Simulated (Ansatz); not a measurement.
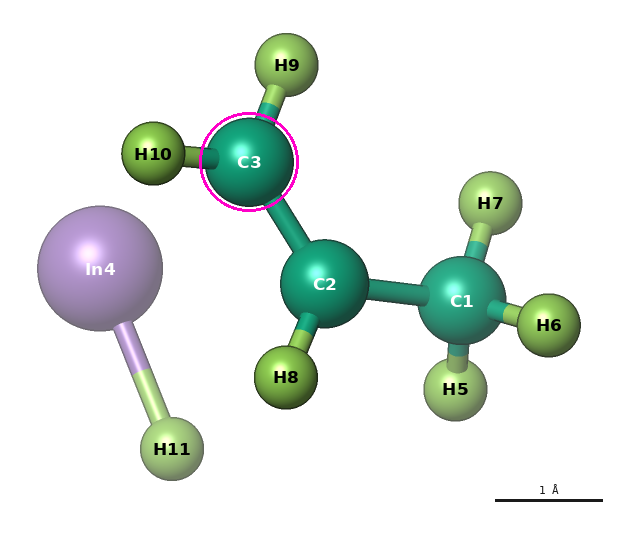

Orthographic view. Depth is shown by fading: the farther an atom, the more it takes the colour of the background. Computed geometry: PBE0-D4/def2-TZVP optimisation. No frequency run is at hand to confirm it as a minimum.

Which atoms are bonded to the circled atom?

Answer. The circled atom is C3; it is bonded to C2, H9, H10.

Which two atoms are farthest apart in space?

Answer. In4 and H6, 4.76 Å.

What is the shortest path along bonds from the circled atom to H7?

Answer. C3–C2–C1–H7, 3 bonds; through space the two are 2.65 Å apart.

Of C1 and H6, which is nearer the viewer?

Answer. H6; the bond to C1 points away from the viewer, so it looks shorter than its 1.09 Å.
